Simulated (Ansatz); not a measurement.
**FH3Sn···H2Se: density, localisation and related maps**

The calculation's input:

```
crystal:
  periodic: [false, false, false]
  atoms:
    - {symbol: Sn, position_ang: [-0.975991, -1.050485, 0.030587]}
    - {symbol: F, position_ang: [0.600093, -0.913743, 1.148828]}
    - {symbol: H, position_ang: [-0.391680, -1.384756, -1.527650]}
    - {symbol: H, position_ang: [-1.823504, -2.351581, 0.730860]}
    - {symbol: H, position_ang: [-1.773009, 0.439524, 0.197982]}
    - {symbol: H, position_ang: [1.759204, 0.802246, 0.280623]}
    - {symbol: Se, position_ang: [1.643902, 1.734126, -0.850247]}
    - {symbol: H, position_ang: [0.960985, 2.724671, -0.010983]}
basis:
  gaussian: {orbitals: def2-TZVPP}
hamiltonian: {xc: pbe0, dispersion: d4}
output: {orbitals: {seedname: orbitals}}
```

Run with:

```sh
ansatz run in.yaml --threads 4 --pin off --events-out ev --progress --plain --max-ram 9574MiB
```

The reactant side of a reaction path; geometry: PBE0-D4/def2-TZVP; core potentials replace the inner electrons of Sn.

Computed with RKS PBE0-D4/def2-TZVPP (Ansatz).

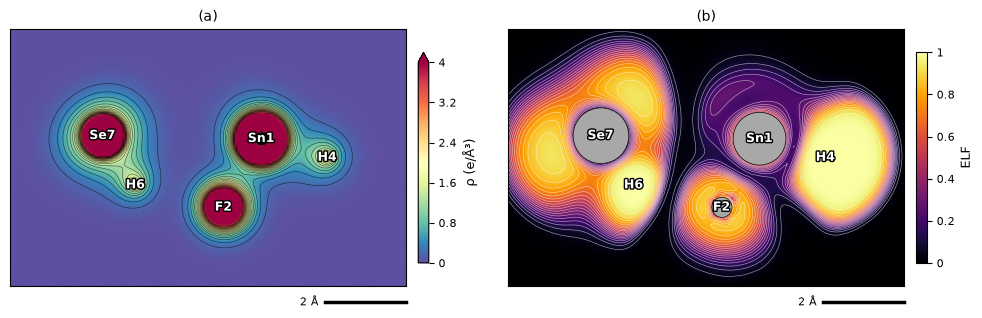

Figure 1. (a) electron density; (b) ELF on the plane of atoms F2, Sn1 and H4. Grey discs cover the atomic cores in the ELF map.

Describe what can be read from this map.

Answer. The plane passes through Sn, F, H and Se nuclei. F2···H6 (2.25 Å): the density falls to about 0.09 e/Å³ on the way; the ELF dips to about 0.05 between them. Sn–F (1.94 Å): ρ is about 0.81 e/Å³ halfway; the ELF peaks at about 0.85 in the valence shell of F, 0.5 Å from its nucleus, and drops to about 0.15 between the two atoms. Se–H (1.47 Å): ρ is about 1.4 e/Å³ halfway; the ELF climbs to about 1 towards the hydrogen, as it does in any bond to H. Sn–H (1.70 Å): the density is about 1.2 e/Å³ at the midpoint; the ELF climbs to about 1 towards the hydrogen. The ELF also peaks beside F2 and Se7, away from the bonds: lone-pair regions.

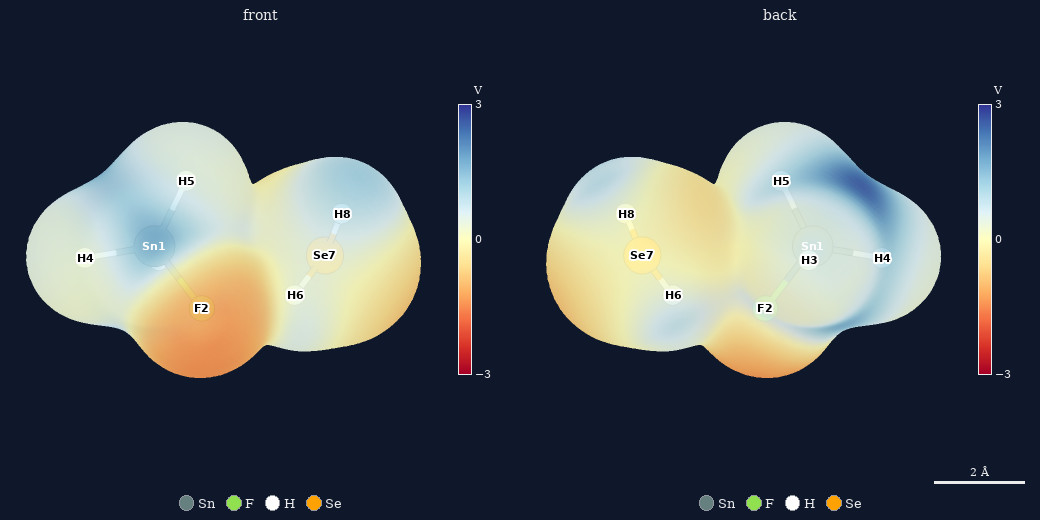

Figure 2. The molecular electrostatic potential painted on the density surface at 0.002 e/bohr³, seen from the front and from behind; red is negative and blue positive.

Where is the surface potential most negative and most positive?

Answer. The most negative region (about −1.4 V) lies over F2, the most positive (about +2.5 V) over Sn1.

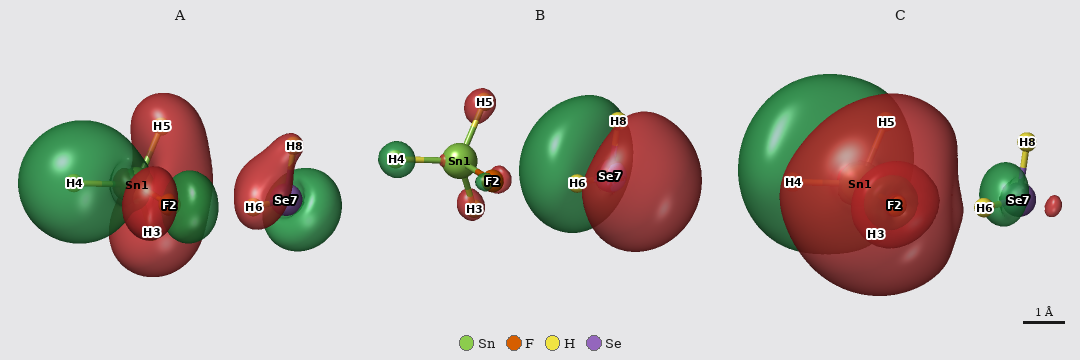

Figure 3. Three frontier orbitals at ±0.05 Å⁻³ᐟ² (green and red are the two phases), in no order.

Order the three orbitals by energy and name them.

Answer. A is the HOMO−1 (−9.33 eV). Its weight (Hirshfeld) is mainly on Sn1 (about 30 %), H4 (about 30 %), F2 (about 20 %), H3 (about 10 %) and Se7 (about 5 %). B is the HOMO (−7.06 eV). It lies mainly on Se7 (about 90 %); largely a lone pair of Se7. C is the LUMO (−0.85 eV). Its weight (Hirshfeld) is mainly on Sn1 (about 70 %) and F2 (about 10 %).

What is the HOMO–LUMO gap?

Answer. 6.21 eV between the orbital energies.

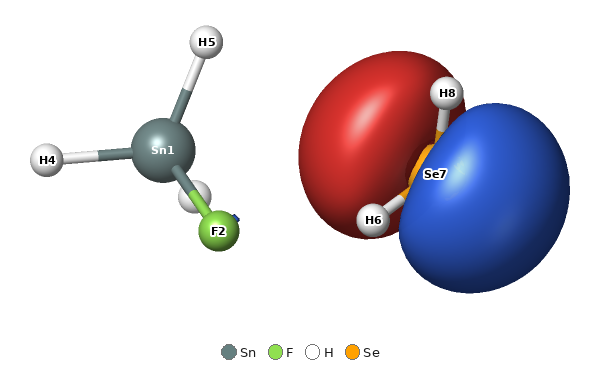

Figure 4. The HOMO at ±0.1 Å⁻³ᐟ² (red and blue are the two phases), seen across its widest extent.

Describe this orbital and give its energy.

Answer. Its weight (Hirshfeld) is mainly on Se7 (about 90 %); largely a lone pair of Se7. Its energy is −7.06 eV.
